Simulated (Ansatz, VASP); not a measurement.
# BaWO4: VASP beside Ansatz

Wanted: the spread between two codes on one cell, functional and k mesh. The structure shown is the end of the VASP relaxation below.

Main program and level: Ansatz 0.2.0; plane waves, with VASP 6.6.1 beside it; single point at PBEsol and band structure at PBEsol.

## 1. Set-up

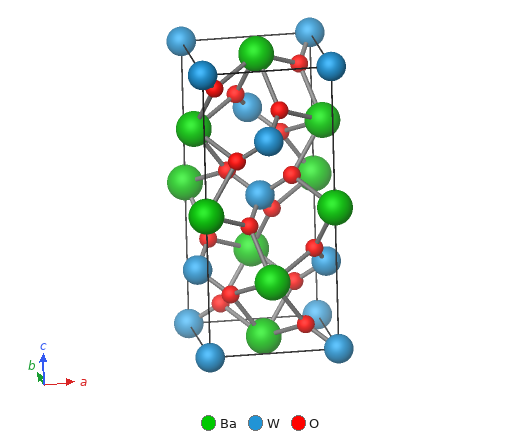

The cell as given, slightly off an axis (barium green, tungsten blue, oxygen red). This picture shows the conventional cell, with its axes. Bonds to atoms that aren't drawn are left out. Some periodic images of atoms are drawn too.

Coordinates:

```cif
data_structure
_symmetry_space_group_name_H-M 'I4_1/a:1'
_symmetry_Int_Tables_number 88
_cell_length_a 5.6667
_cell_length_b 5.6667
_cell_length_c 12.7385
_cell_angle_alpha 90.000
_cell_angle_beta 90.000
_cell_angle_gamma 90.000
_cell_volume 409.06
loop_
_atom_site_label
_atom_site_type_symbol
_atom_site_symmetry_multiplicity
_atom_site_Wyckoff_symbol
_atom_site_fract_x
_atom_site_fract_y
_atom_site_fract_z
_atom_site_occupancy
Ba1 Ba 4 b 0.50000 0.00000 0.25000 1
W1 W 4 a 0.00000 0.50000 0.25000 1
O1 O 16 f 0.62575 0.73128 0.42122 1
```

## 2. VASP: relaxation, PBEsol

This run makes the geometry at which the two programs are then compared.

Lines of VASP's logs that name or quote its potential files are left out, and so is its time.

File INCAR:

```
SYSTEM = BaWO4
PREC = Accurate
ENCUT = 520
EDIFF = 1E-06
NELM = 100
ISMEAR = 0
SIGMA = 0.02
LREAL = .FALSE.
ALGO = Normal
GGA = PS
NBANDS = 52
LORBIT = 11
LWAVE = .FALSE.
LCHARG = .FALSE.
KPAR = 8
IBRION = 2
NSW = 40
ISIF = 2
EDIFFG = -0.005
```

File POSCAR:

```
BaWO4
1.0
   -2.8333660000      2.8333660000      6.3692670000
    2.8333660000     -2.8333660000      6.3692670000
    2.8333660000      2.8333660000     -6.3692670000
Ba W O
2 2 8
Direct
    0.2500000000      0.7500000000      0.5000000000
    0.5000000000      0.5000000000      0.0000000000
    0.7500000000      0.2500000000      0.5000000000
    0.0000000000      0.0000000000      0.0000000000
    0.1521450000      0.0468920000      0.3562400000
    0.6906520000      0.7959050000      0.6437600000
    0.0593480000      0.4540950000      0.8562400000
    0.5459050000      0.4021450000      0.6052530000
    0.2040950000      0.8478550000      0.8947470000
    0.9531080000      0.3093480000      0.1052530000
    0.7968920000      0.9406520000      0.3947470000
    0.5978550000      0.2031080000      0.1437600000
```

File KPOINTS:

```
Automatic mesh
0
Gamma
8 8 8
0 0 0
```

The projector-augmented-wave data sets are Ba_sv, W and O (PBE family, release 64).

Launch:

```console
mpirun -np 8 vasp_std
```

Numbers of over 12 decimals in the logs are rounded to 6 here.

Output:

```text
[banner, memory and clock lines left out]
running    8 mpi-ranks, on    1 nodes
 distrk:  each k-point on    1 cores,    8 groups
 distr:  one band on    1 cores,    1 groups

 POSCAR found type information on POSCAR BaW O
 POSCAR found :  3 types and      12 ions
|                                                                             |
|           W    W    AA    RRRRR   N    N  II  N    N   GGGG   !!!           |
|           W    W   A  A   R    R  NN   N  II  NN   N  G    G  !!!           |
|           W    W  A    A  R    R  N N  N  II  N N  N  G       !!!           |
|           W WW W  AAAAAA  RRRRR   N  N N  II  N  N N  G  GGG   !            |
|           WW  WW  A    A  R   R   N   NN  II  N   NN  G    G                |
|           W    W  A    A  R    R  N    N  II  N    N   GGGG   !!!           |
|                                                                             |
|     For optimal performance we recommend to set                             |
|       NCORE = 2 up to number-of-cores-per-socket                            |
|     NCORE specifies how many cores store one orbital (NPAR=cpu/NCORE).      |
|     This setting can greatly improve the performance of VASP for DFT.       |
|     The default, NCORE=1 might be grossly inefficient on modern             |
|     multi-core architectures or massively parallel machines. Do your        |
|     Unfortunately you need to use the default for GW and RPA                |
|     calculations (for HF NCORE is supported but not extensively tested      |
|     yet).                                                                   |
|                                                                             |

|                                                                             |
|               ----> ADVICE to this user running VASP <----                  |
|                                                                             |
|     You enforced a specific xc type in the INCAR file but a different       |
|     [... a line on the potential file left out ...]
|     I HOPE YOU KNOW WHAT YOU ARE DOING!                                     |
|                                                                             |

 LDA part: xc-table for (Slater+PW92), standard interpolation
 POSCAR, INCAR and KPOINTS ok, starting setup
 FFT: planning ... GRIDC
 FFT: planning ... GRID_SOFT
 FFT: planning ... GRID
 WAVECAR not read
 entering main loop
       N       E                     dE             d eps       ncg     rms          rms(c)
DAV:   1     0.534038196347E+03    0.53404E+03   -0.40271E+04  8280   0.142E+03
DAV:   2    -0.817651720757E+02   -0.61580E+03   -0.59377E+03 11256   0.334E+02
DAV:   3    -0.124517988041E+03   -0.42753E+02   -0.42456E+02  9924   0.943E+01
DAV:   4    -0.125734290849E+03   -0.12163E+01   -0.12143E+01 12576   0.151E+01
DAV:   5    -0.125748879272E+03   -0.14588E-01   -0.14581E-01 10392   0.158E+00    0.805E+01
DAV:   6    -0.106333616516E+03    0.19415E+02   -0.12531E+02 11008   0.424E+01    0.208E+01
DAV:   7    -0.105588906896E+03    0.74471E+00   -0.23888E+01 10724   0.209E+01    0.265E+01
DAV:   8    -0.105105883959E+03    0.48302E+00   -0.28937E+00 11128   0.844E+00    0.100E+01
DAV:   9    -0.104974298366E+03    0.13159E+00   -0.41892E-01 10692   0.315E+00    0.625E-01
DAV:  10    -0.104975300494E+03   -0.10021E-02   -0.24609E-02 10784   0.598E-01    0.656E-01
DAV:  11    -0.104973761191E+03    0.15393E-02   -0.96351E-03  9852   0.453E-01    0.291E-01
DAV:  12    -0.104974154550E+03   -0.39336E-03   -0.11596E-03 10192   0.156E-01    0.330E-02
DAV:  13    -0.104974179220E+03   -0.24670E-04   -0.95728E-05 10152   0.504E-02    0.851E-02
DAV:  14    -0.104974184401E+03   -0.51808E-05   -0.19736E-05 11008   0.203E-02    0.431E-02
DAV:  15    -0.104974184566E+03   -0.16504E-06   -0.49198E-06  8436   0.103E-02
   1 F= -.10497418E+03 E0= -.10497418E+03  d E =-.104974E+03
 curvature:   0.00 expect dE= 0.000E+00 dE for cont linesearch  0.000E+00
 trial: gam= 0.00000 g(F)=  0.162E-01 g(S)=  0.000E+00 ort = 0.000E+00 (trialstep = 0.100E+01)
 search vector abs. value=  0.162E-01
 bond charge predicted
       N       E                     dE             d eps       ncg     rms          rms(c)
DAV:   1    -0.104967393716E+03    0.67907E-02   -0.43068E+00  8160   0.992E+00    0.652E-01
DAV:   2    -0.104971839316E+03   -0.44456E-02   -0.93869E-02  9976   0.162E+00    0.180E+00
DAV:   3    -0.104972087763E+03   -0.24845E-03   -0.13032E-03 10448   0.142E-01    0.187E+00
DAV:   4    -0.104972642686E+03   -0.55492E-03   -0.92937E-04 11176   0.161E-01    0.120E+00
DAV:   5    -0.104971537800E+03    0.11049E-02   -0.21935E-03 10256   0.198E-01    0.157E-01
DAV:   6    -0.104971260370E+03    0.27743E-03   -0.31566E-04 10272   0.810E-02    0.122E-01
DAV:   7    -0.104971685151E+03   -0.42478E-03   -0.26668E-04  9880   0.774E-02    0.192E-01
DAV:   8    -0.104971006367E+03    0.67878E-03   -0.84870E-04  9852   0.141E-01    0.735E-02
DAV:   9    -0.104970918429E+03    0.87938E-04   -0.49874E-04 10888   0.903E-02    0.344E-02
DAV:  10    -0.104970920047E+03   -0.16186E-05   -0.35373E-05 10196   0.269E-02    0.369E-02
DAV:  11    -0.104970918791E+03    0.12562E-05   -0.21214E-06  7672   0.611E-03    0.299E-02
DAV:  12    -0.104970917936E+03    0.85538E-06   -0.29848E-06  6964   0.730E-03
   2 F= -.10497092E+03 E0= -.10497092E+03  d E =0.326663E-02
 trial-energy change:    0.003267  1 .order    0.003054   -0.016190    0.022298
 step:   0.4126(harm=  0.4207)  dis= 0.00305  next Energy=  -104.977510 (dE=-0.333E-02)
 bond charge predicted
       N       E                     dE             d eps       ncg     rms          rms(c)
DAV:   1    -0.104976213329E+03   -0.52945E-02   -0.14859E+00  8112   0.583E+00    0.378E-01
DAV:   2    -0.104977858769E+03   -0.16454E-02   -0.32339E-02  9984   0.954E-01    0.107E+00
DAV:   3    -0.104977963033E+03   -0.10426E-03   -0.53027E-04 10480   0.872E-02    0.111E+00
DAV:   4    -0.104978392517E+03   -0.42948E-03   -0.56545E-04 11096   0.110E-01    0.910E-01
DAV:   5    -0.104978004800E+03    0.38772E-03   -0.45384E-04 10104   0.914E-02    0.165E-01
DAV:   6    -0.104977716036E+03    0.28876E-03   -0.37351E-04  9984   0.805E-02    0.105E-01
DAV:   7    -0.104977819675E+03   -0.10364E-03   -0.53544E-05  9648   0.352E-02    0.130E-01
DAV:   8    -0.104977695840E+03    0.12383E-03   -0.48306E-05  9856   0.309E-02    0.966E-02
DAV:   9    -0.104977558889E+03    0.13695E-03   -0.17365E-04  9952   0.550E-02    0.631E-02
DAV:  10    -0.104977519539E+03    0.39350E-04   -0.64605E-05 11776   0.325E-02    0.365E-02
DAV:  11    -0.104977511441E+03    0.80983E-05   -0.46918E-06  9224   0.950E-03    0.245E-02
DAV:  12    -0.104977499285E+03    0.12156E-04   -0.24314E-05  9928   0.207E-02    0.100E-02
DAV:  13    -0.104977498938E+03    0.34717E-06   -0.43209E-06  8928   0.829E-03
   3 F= -.10497750E+03 E0= -.10497750E+03  d E =-.331437E-02
 curvature:  -0.21 expect dE=-0.145E-05 dE for cont linesearch -0.322E-07
 trial: gam=-0.00265 g(F)=  0.689E-05 g(S)=  0.000E+00 ort = 0.498E-04 (trialstep = 0.883E+00)
 search vector abs. value=  0.674E-05
 reached required accuracy - stopping structural energy minimisation
```

Parts of OUTCAR (step 2):

```text
ion  position               nearest neighbor table
   1  0.250  0.750  0.500-   5 2.76   6 2.76   9 2.76  10 2.76  12 2.80   8 2.80  11 2.80   7 2.80
                             3 4.01   3 4.01   3 4.01   3 4.01   2 4.26   2 4.26   2 4.26   2 4.26
   2  0.500  0.500  0.000-   7 2.76   8 2.76  11 2.76  12 2.76  10 2.80   6 2.80   9 2.80   5 2.80
                             4 4.01   4 4.01   4 4.01   4 4.01   1 4.26   1 4.26   1 4.26   1 4.26
   3  0.750  0.250  0.500-   7 1.79  11 1.79  12 1.79   8 1.79   1 4.01   1 4.01   1 4.01   1 4.01

  LATTYP: Found a body centered tetragonal cell.
 ALAT       =     5.6667320000
 C/A-ratio  =     2.2479506707

 Subroutine GETGRP returns: Found  8 space group operations
 (whereof  4 operations were pure point group operations)

The static configuration has the point symmetry S_4 .
 The point group associated with its full space group is C_4h.

 Found     78 irreducible k-points:

   k-points           NKPTS =     78   k-points in BZ     NKDIM =     78   number of bands    NBANDS=     52

   dimension x,y,z NGX =    56 NGY =   56 NGZ =   56
   dimension x,y,z NGXF=   112 NGYF=  112 NGZF=  112

   ENCUT  =  520.0 eV  38.22 Ry    6.18 a.u.  13.99 13.99 13.99*2*pi/ulx,y,z

   NELECT =      80.0000    total number of electrons

 k-points in reciprocal lattice and weights: Automatic mesh
   0.00000000  0.00000000  0.00000000       0.002
   0.12500000  0.00000000  0.00000000       0.016
   0.25000000  0.00000000  0.00000000       0.016
   0.37500000  0.00000000  0.00000000       0.016
   0.50000000  0.00000000  0.00000000       0.008
   0.12500000  0.12500000  0.00000000       0.016
   0.25000000  0.12500000  0.00000000       0.016
  -0.25000000 -0.12500000  0.37500000       0.016
   0.37500000  0.12500000  0.00000000       0.016
[...]
-0.37500000 -0.37500000  0.37500000       0.004
   0.50000000  0.50000000  0.50000000       0.002

 average (electrostatic) potential at core
       1 -36.3350       2 -36.3350       3 -44.6465       4 -44.6465       5 -73.2086
       6 -73.2086       7 -73.2086       8 -73.2086       9 -73.2086      10 -73.2086
      11 -73.2086      12 -73.2086

 E-fermi :   0.0925

 k-point     1 :       0.0000    0.0000    0.0000
  band No.  band energies     occupation
    ...
     36      -0.5337      2.00000
     37      -0.5337      2.00000
     38      -0.2927      2.00000
     39      -0.0543      2.00000
     40      -0.0543      2.00000
     41       4.5287      0.00000
     42       4.7582      0.00000
     43       4.9647      0.00000
     44       5.1071      0.00000
     45       5.2941      0.00000
    ...

 k-point     2 :       0.1250    0.0000    0.0000
  band No.  band energies     occupation
    ...
     36      -0.5702      2.00000
     37      -0.5299      2.00000
     38      -0.2974      2.00000
     39      -0.0955      2.00000
     40      -0.0737      2.00000
     41       4.5685      0.00000
     42       4.7615      0.00000
     43       4.9721      0.00000
     44       5.1129      0.00000
     45       5.4421      0.00000
    ...

 k-point     3 :       0.2500    0.0000    0.0000
  band No.  band energies     occupation
    ...
     36      -0.6015      2.00000
     37      -0.5377      2.00000
     38      -0.3417      2.00000
     39      -0.1886      2.00000
     40      -0.1093      2.00000
     41       4.6644      0.00000
     42       4.8131      0.00000
     43       4.9395      0.00000
     44       5.1062      0.00000
     45       5.8505      0.00000
    ...

  Total       -1.5951750     -1.5951750     -1.4759139     -0.0000000     -0.0000000      0.0000000
  in kB      -12.4958012    -12.4958012    -11.5615694     -0.0000001     -0.0000000      0.0000000
  external PRESSURE =     -12.1843906 kB  Pullay stress =       0.0000000 kB

  energy-cutoff  :      520.00
  volume of cell :      204.53
      direct lattice vectors                 reciprocal lattice vectors
    -2.833366000  2.833366000  6.369267000     0.000000000  0.176468554  0.078501969
     2.833366000 -2.833366000  6.369267000     0.176468554  0.000000000  0.078501969
     2.833366000  2.833366000 -6.369267000     0.176468554  0.176468554  0.000000000

 POSITION                                       TOTAL-FORCE (eV/Angst)
 -----------------------------------------------------------------------------------
      2.83337      0.00000      3.18463        -0.000000      0.000000     -0.000000
      0.00000      0.00000      6.36927        -0.000000      0.000000     -0.000000
      0.00000      2.83337      3.18463        -0.000000      0.000000     -0.000000
      0.00000      0.00000     -0.00000        -0.000000      0.000000     -0.000000
      0.71259      1.31063     -1.00355        -0.003603      0.002128     -0.000579
      2.12077      1.52274      5.36572         0.003603     -0.002128     -0.000579
      3.54596      1.31063     -2.18108        -0.003603      0.002128      0.000579
      1.31063      2.12077      2.18108         0.002128      0.003603     -0.000579
      4.35610      0.71259      1.00355        -0.002128     -0.003603      0.000579
     -1.52274      2.12077      7.37282         0.002128      0.003603      0.000579
      1.52274      0.71259      8.55035        -0.002128     -0.003603     -0.000579
     -0.71259      1.52274      4.18818         0.003603     -0.002128      0.000579
 -----------------------------------------------------------------------------------
    total drift:                                0.000000      0.000000     -0.000000

  FREE ENERGIE OF THE ION-ELECTRON SYSTEM (eV)
  ---------------------------------------------------
  free  energy   TOTEN  =      -104.9774989376 eV

  energy  without entropy=     -104.9774989376  energy(sigma->0) =     -104.97749894

 reached required accuracy - stopping structural energy minimisation

 total charge
# of ion       s       p       d       tot
------------------------------------------
    1        1.993   5.627   0.229   7.849
    2        1.993   5.627   0.229   7.849
    3        0.786   0.999   4.567   6.352
    4        0.786   0.999   4.567   6.352
    5        1.571   3.429   0.000   4.999
    6        1.571   3.429   0.000   4.999
    7        1.571   3.429   0.000   4.999
    8        1.571   3.429   0.000   4.999
    9        1.571   3.429   0.000   4.999
   10        1.571   3.429   0.000   4.999
   11        1.571   3.429   0.000   4.999
   12        1.571   3.429   0.000   4.999
--------------------------------------------------
tot         18.124  40.681   9.592  68.397

[... 3 further parts left out ...]
```

(Continued in part 2 of 3.)

[Lines on the potential files, build, host, timing and source positions are cut from VASP's logs without a mark.]

[Logs are printed without paths, hosts, clocks, repeated set-up lines and the standing remarks that a program may print on its own settings, such as how far it seeks lower states.]

[Hosts, paths, dates, database ids (printed as entryN), source tags and the programs' standing remarks are cut or masked in the printed files.]
